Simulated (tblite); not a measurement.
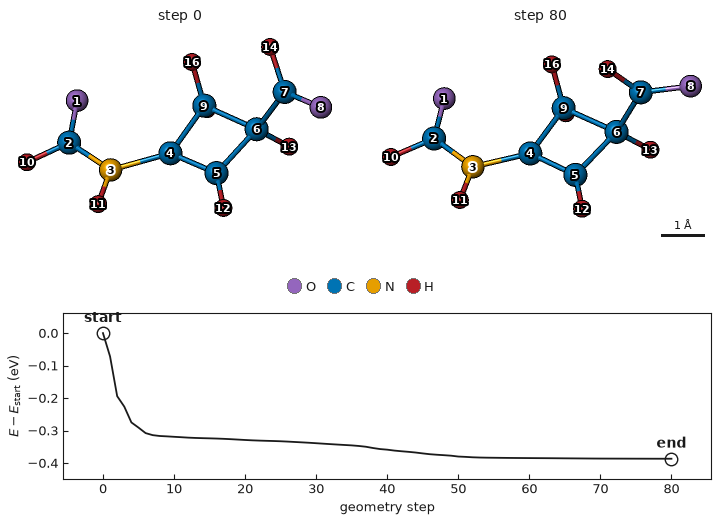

First and last geometry of a relaxation of C$_{6}$H$_{7}$NO$_{2}$, with the history of the run. Style: ball-and-stick. Shown from a free direction.

Method: GFN2-xTB geometry optimisation, gas phase in tblite 0.8.0. 

Question: What do the curves and the structures tell?

Answer: It converged. The energy falls by 0.387 eV in 80 geometry steps. An H atom moves most after the best rigid fit: 0.90 Å. Largest moves by element: H 0.90 Å, O 0.84 Å, C 0.15 Å, N 0.09 Å. Some distances before and after: C–N 1.455 → 1.380 Å, C–C 1.550 → 1.495 Å, C–O 1.236 → 1.201 Å, C–C 1.534 → 1.500 Å. Among the angles between lasting bonds that change: C–C–C 118.7° → 114.8°, C–C–H 112.2° → 115.7°, O–C–H 118.8° → 121.4°. Groups turn about C–C by about 50°.
